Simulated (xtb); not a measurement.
# Calculation of the molecule and its ions of C₂H₃F₂O₂

C₂H₃F₂O₂, multiplicity 2, SMILES [O]COC(F)F, computed with GFN2-xTB, ALPB solvent furane (xtb 6.7.1).

The geometry comes from this level: GFN2-xTB.

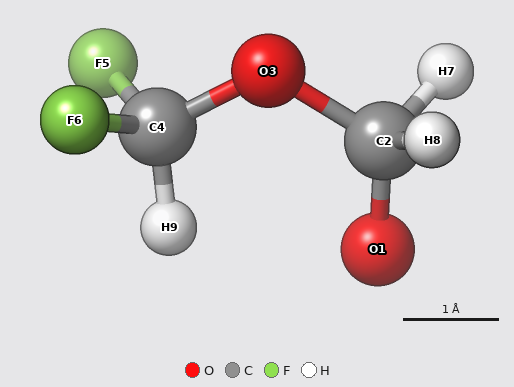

Figure 1. The structure (ball-and-stick view, seen at a tilt; atoms are numbered from 1 in the order of the input). Bond lengths as drawn: C–F 1.34 to 1.35 Å, C–H 1.10 to 1.13 Å and C–O 1.26 to 1.44 Å.

## Summary

| quantity | value |
| --- | --- |
| outcome | converged |
| electrons treated | 37 |
| total energy | −23.333965 hartree |
| dispersion energy | −0.003778 hartree |
| solvation energy | −0.010926 hartree |
| basis functions | 27 |
| hardware | 1 thread of Intel Xeon @ 2.50GHz (Skylake/Cascade Lake), 16 GiB of memory available, shared host |
| peak memory | 0.071 GiB |

## The input (geo.gen)
```
9 C
 O C F H
   1  1     -0.23563000     -1.62623000     -0.55994000
   2  2      0.73522000     -0.82174000     -0.52625000
   3  1      0.54433000      0.49215000      0.02567000
   4  2     -0.68716000      0.79488000      0.51203000
   5  3     -1.26298000      1.75430000     -0.24161000
   6  3     -0.56430000      1.31628000      1.74568000
   7  4      1.19872000     -0.62077000     -1.53453000
   8  4      1.63694000     -1.21216000      0.02801000
   9  4     -1.36513000     -0.07672000      0.55094000
```

## File .CHRG
```
0
```

## File .UHF
```
1
```

Launched with:
```bash
xtb geo.gen --gfn 2 --alpb furane reference --norestart --pop --vea > run.log 2> xtb.err
```

## Log
```
* xtb version 6.7.1
   ID    Z sym.   atoms
    1    8 O      1, 3
    2    6 C      2, 4
    3    9 F      5, 6
    4    1 H      7-9

           -------------------------------------------------
          |                Calculation Setup                |
           -------------------------------------------------

          program call               : xtb geo.gen --gfn 2 --alpb furane reference --norestart --pop --vea
          coordinate file            : geo.gen
          omp threads                :                     1

           -------------------------------------------------
          |                 G F N 2 - x T B                 |
           -------------------------------------------------

      * Hamiltonian:
        H0-scaling (s, p, d)           1.850000    2.230000    2.230000
        zeta-weighting                 0.500000
      * Dispersion:
        s8                             2.700000
        a1                             0.520000
        a2                             5.000000
        s9                             5.000000
      * Repulsion:
        kExp                           1.500000    1.000000
        rExp                           1.000000
      * Coulomb:
        alpha                          2.000000
        third order                    shell-resolved
        anisotropic                    true
        a3                             3.000000
        a5                             4.000000
        cn-shift                       1.200000
        cn-exp                         4.000000
        max-rad                        5.000000

      * Solvation model:               ALPB
        Solvent                        furane
        Parameter file                 internal GFN2-xTB/ALPB
        Dielectric constant                2.9400E+00
        Reference state                gsolv=reference [X=1]
        Free energy shift                  1.2261E-03 Eh       7.6939E-01 kcal/mol
        Temperature                        2.9815E+02 K
        Density                            9.3600E-01 kg/L
        Solvent mass                       6.8070E+01 g/mol
        Interaction kernel             P16
        Born radius scaling (c1)           1.2887E+00
        Born radii integrator          GBOBC
        Born offset                        0.0000E+00 a0       0.0000E+00 AA
        H-bond correction              true
        Ion screening                  false
        Surface tension                    1.0000E-05 Eh       1.5569E+01 dyn/cm
        Grid points                               230 per atom

          ...................................................
          :                      SETUP                      :
          :.................................................:
          :  # basis functions                  27          :
          :  # atomic orbitals                  27          :
          :  # shells                           15          :
          :  # electrons                        37          :
          :  max. iterations                   250          :
          :  Hamiltonian                  GFN2-xTB          :
          :  restarted?                      false          :
          :  GBSA solvation                   true          :
          :  PC potential                    false          :
          :  electronic temp.          300.0000000     K    :
          :  accuracy                    1.0000000          :
          :  -> integral cutoff          0.2500000E+02      :
          :  -> integral neglect         0.1000000E-07      :
          :  -> SCF convergence          0.1000000E-05 Eh   :
          :  -> wf. convergence          0.1000000E-03 e    :
          :  Broyden damping             0.4000000          :
          :  net charge                          0          :
          :  unpaired electrons                  1          :
          ...................................................

 iter      E             dE          RMSdq      gap      omega  full diag
   1    -23.3782513 -0.233783E+02  0.539E+00   11.20       0.0  T
   2    -23.4325215 -0.542702E-01  0.283E+00   10.43       1.0  T
   3    -23.4342454 -0.172387E-02  0.135E+00   10.73       1.0  T
   4    -23.4350761 -0.830699E-03  0.185E-01   10.65       1.0  T
   5    -23.4351289 -0.527415E-04  0.918E-02   10.67       1.0  T
   6    -23.4351334 -0.450339E-05  0.238E-02   10.67       1.4  T
   7    -23.4351341 -0.706099E-06  0.609E-03   10.67       5.5  T
   8    -23.4351343 -0.188559E-06  0.157E-03   10.67      21.3  T
   9    -23.4351343  0.281659E-09  0.778E-04   10.67      42.8  T
  10    -23.4351343 -0.195418E-08  0.177E-04   10.67     188.0  T

   *** convergence criteria satisfied after 10 iterations ***

         #    Occupation            Energy/Eh            Energy/eV
      -------------------------------------------------------------
         1        2.0000           -0.8771597             -23.8687
       ...           ...                  ...                  ...
        13        2.0000           -0.5482210             -14.9179
        14        2.0000           -0.5399494             -14.6928
        15        2.0000           -0.5368444             -14.6083
        16        2.0000           -0.5172574             -14.0753
        17        2.0000           -0.5037463             -13.7076
        18        2.0000           -0.4750356             -12.9264
        19        1.0000           -0.4295602             -11.6889 (HOMO)
        20                         -0.0374355              -1.0187 (LUMO)
        21                          0.0523402               1.4242
        22                          0.0667503               1.8164
        23                          0.0891594               2.4261
        24                          0.0909739               2.4755
       ...                                ...                  ...
        27                          0.3661831               9.9644
      -------------------------------------------------------------
                  HL-Gap            0.3921247 Eh           10.6703 eV
             Fermi-level           -0.3428979 Eh           -9.3307 eV

 SCC (total)                   0 d,  0 h,  0 min,  0.006 sec
 SCC setup                      ...        0 min,  0.000 sec (  4.821%)
 Dispersion                     ...        0 min,  0.000 sec (  0.781%)
 classical contributions        ...        0 min,  0.000 sec (  0.238%)
 integral evaluation            ...        0 min,  0.001 sec ( 14.354%)
 iterations                     ...        0 min,  0.003 sec ( 48.203%)
 molecular gradient             ...        0 min,  0.002 sec ( 29.422%)
 printout                       ...        0 min,  0.000 sec (  1.951%)

         :::::::::::::::::::::::::::::::::::::::::::::::::::::
         ::                     SUMMARY                     ::
         :::::::::::::::::::::::::::::::::::::::::::::::::::::
         :: total energy             -23.333965374110 Eh    ::
         :: total w/o Gsasa/hb       -23.332590363361 Eh    ::
         :: gradient norm              0.010249725132 Eh/a0 ::
         :: HOMO-LUMO gap             10.670255402487 eV    ::
         ::.................................................::
         :: SCC energy               -23.435132962523 Eh    ::
         :: -> isotropic ES            0.084388806799 Eh    ::
         :: -> anisotropic ES         -0.000263418672 Eh    ::
         :: -> anisotropic XC         -0.016239770581 Eh    ::
         :: -> dispersion             -0.003778350092 Eh    ::
         :: -> Gsolv                  -0.010925664977 Eh    ::
         ::    -> Gelec               -0.009550654228 Eh    ::
         ::    -> Gsasa               -0.002595107741 Eh    ::
         ::    -> Ghb                 -0.000006008610 Eh    ::
         ::    -> Gshift               0.001226105603 Eh    ::
         :: repulsion energy           0.101167588413 Eh    ::
         :: add. restraining           0.000000000000 Eh    ::
         :: total charge              -0.000000000000 e     ::
         :::::::::::::::::::::::::::::::::::::::::::::::::::::

           -------------------------------------------------
          |        vertical delta SCC EA calculation        |
           -------------------------------------------------

 iter      E             dE          RMSdq      gap      omega  full diag
   1    -23.7794698 -0.237795E+02  0.247E+00   10.67       0.0  T
   2    -23.7940436 -0.145738E-01  0.152E+00   10.24       1.0  T
   3    -23.7965866 -0.254299E-02  0.668E-01    9.69       1.0  T
   4    -23.7967686 -0.182082E-03  0.323E-01    9.62       1.0  T
   5    -23.7968064 -0.377879E-04  0.403E-02    9.62       1.0  T
   6    -23.7968074 -0.989066E-06  0.160E-02    9.61       2.1  T
   7    -23.7968076 -0.215024E-06  0.602E-03    9.62       5.5  T
   8    -23.7968078 -0.155423E-06  0.155E-03    9.62      21.5  T
   9    -23.7968078 -0.129304E-08  0.667E-04    9.62      50.0  T
  10    -23.7968078 -0.166407E-08  0.103E-04    9.62     323.9  T
     SCC iter.                  ...        0 min,  0.003 sec
     gradient                   ...        0 min,  0.002 sec
------------------------------------------------------------------------
empirical EA shift (eV):    4.8455
delta SCC EA (eV):    4.9961
------------------------------------------------------------------------
           -------------------------------------------------
          |                Property Printout                |
           -------------------------------------------------

    * Orbital Energies and Occupations

         #    Occupation            Energy/Eh            Energy/eV
      -------------------------------------------------------------
         1        2.0000           -0.8276162             -22.5206
       ...           ...                  ...                  ...
         7        2.0000           -0.5722288             -15.5711
         8        2.0000           -0.5694645             -15.4959
         9        2.0000           -0.5218100             -14.1992
        10        2.0000           -0.5021717             -13.6648
        11        2.0000           -0.5007423             -13.6259
        12        2.0000           -0.4895440             -13.3212
        13        2.0000           -0.4886477             -13.2968
        14        2.0000           -0.4804085             -13.0726
        15        2.0000           -0.4492939             -12.2259
        16        2.0000           -0.4112783             -11.1915
        17        2.0000           -0.4046820             -11.0120
        18        2.0000           -0.3153826              -8.5820
        19        2.0000           -0.2865997              -7.7988 (HOMO)
        20                          0.0668701               1.8196 (LUMO)
        21                          0.1181839               3.2159
        22                          0.1487946               4.0489
        23                          0.1632601               4.4425
        24                          0.1902008               5.1756
        25                          0.2007393               5.4624
        26                          0.2674746               7.2784
        27                          0.5095294              13.8650
      -------------------------------------------------------------
                  HL-Gap            0.3534698 Eh            9.6184 eV
             Fermi-level           -0.1098648 Eh           -2.9896 eV

     #   Z          covCN         q      C6AA      α(0)
     1   8 O        0.855    -0.777    30.890     7.452
     2   6 C        3.557     0.312    16.670     5.959
     3   8 O        1.701    -0.403    20.884     6.170
     4   6 C        3.362     0.462    17.215     6.509
     5   9 F        0.787    -0.248    11.743     4.048
     6   9 F        0.787    -0.243    11.692     4.039
     7   1 H        0.918    -0.084     5.033     3.509
     8   1 H        0.918    -0.086     5.093     3.530
     9   1 H        0.922     0.066     2.131     2.283

 Mol. C6AA /au·bohr⁶  :        960.452242
 Mol. C8AA /au·bohr⁸  :      19070.362600
 Mol. α(0) /au        :         43.497750

Wiberg/Mayer (AO) data.
largest (>0.10) Wiberg bond orders for each atom

 ---------------------------------------------------------------------------
     #   Z sym  total        # sym  WBO       # sym  WBO       # sym  WBO
 ---------------------------------------------------------------------------
     1   8 O    1.485 --     2 C    1.269
     2   6 C    3.924 --     1 O    1.269     7 H    0.918     8 H    0.917
                             3 O    0.803
     3   8 O    2.060 --     4 C    1.060     2 C    0.803
     4   6 C    3.850 --     3 O    1.060     9 H    0.927     6 F    0.922
                             5 F    0.916
     5   9 F    1.027 --     4 C    0.916
     6   9 F    1.031 --     4 C    0.922
     7   1 H    0.993 --     2 C    0.918
     8   1 H    0.993 --     2 C    0.917
     9   1 H    0.996 --     4 C    0.927
 ---------------------------------------------------------------------------

Topologies differ in total number of bonds
Writing topology from bond orders to xtbtopo.mol

molecular dipole:
                 x           y           z       tot (Debye)
 q only:       -0.010       1.081       0.558
   full:        0.140       1.112       0.549       3.172
molecular quadrupole (traceless):
                xx          xy          yy          xz          yz          zz
 q only:        5.372       0.661      -8.101      -0.679      -4.943       2.729
  q+dip:        6.846       0.726      -9.904      -1.249      -6.183       3.058
   full:        6.691       0.449      -9.706      -1.265      -5.851       3.015

           -------------------------------------------------
          | TOTAL ENERGY              -23.695638902023 Eh   |
          | GRADIENT NORM               0.086200875438 Eh/α |
          | HOMO-LUMO GAP               9.618402199878 eV   |
           -------------------------------------------------

------------------------------------------------------------------------
------------------------------------------------------------------------
 total:
 *  cpu-time:     0 d,  0 h,  0 min,  0.023 sec
 * ratio c/w:     0.999 speedup
 SCF:
 *  cpu-time:     0 d,  0 h,  0 min,  0.012 sec
 * ratio c/w:     1.000 speedup
```
